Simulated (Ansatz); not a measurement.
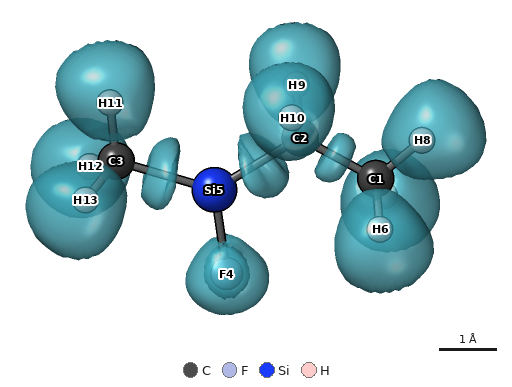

C$_{3}$H$_{8}$FSi (SMILES CC[Si+](C)F) (charge +1). Isosurface of the ELF at 0.8 (cyan), seen at a tilt. Only the valence region is drawn (cores and ρ < 0.01 e/Å³ removed).

Geometry: r2SCAN-D4/def2-SVP.

The calculation used isolated molecule in a Gaussian basis; Kohn-Sham density functional theory, functional PBE0 (Ansatz).

```yaml
atoms:
  - { symbol: C, position_ang: [0.2539, 1.0036, -3.3489] }
  - { symbol: C, position_ang: [0.5894, 0.7101, -1.8809] }
  - { symbol: C, position_ang: [0.0868, -1.4940, 0.5152] }
  - { symbol: F, position_ang: [-0.9852, -1.7015, -2.1281] }
  - { symbol: Si, position_ang: [-0.0928, -0.8160, -1.1572] }
  - { symbol: H, position_ang: [0.6273, 0.2160, -4.0182] }
  - { symbol: H, position_ang: [-0.8286, 1.1064, -3.5075] }
  - { symbol: H, position_ang: [0.7292, 1.9495, -3.6431] }
  - { symbol: H, position_ang: [0.2617, 1.5235, -1.1974] }
  - { symbol: H, position_ang: [1.6842, 0.6524, -1.6961] }
  - { symbol: H, position_ang: [0.7049, -0.8532, 1.1619] }
  - { symbol: H, position_ang: [-0.9130, -1.6241, 0.9690] }
  - { symbol: H, position_ang: [0.5360, -2.5026, 0.4561] }
```

### Where are the electrons localised?

At this value the surface marks out one region between bonded C–C atoms (shared pairs), two regions between bonded C–Si atoms (shared pairs), eight regions around hydrogen nuclei and one region wrapped around F (its lone pairs, merged into a ring or cap).

Values along the shortest contacts:
C–C (1.53 Å): the ELF peaks at about 0.95 between the atoms, as expected for localised, covalent bonding. Si–F (1.59 Å): the ELF peaks at about 0.85 in the valence shell of F, 0.6 Å from its nucleus, and is about 0.45 at the midpoint.
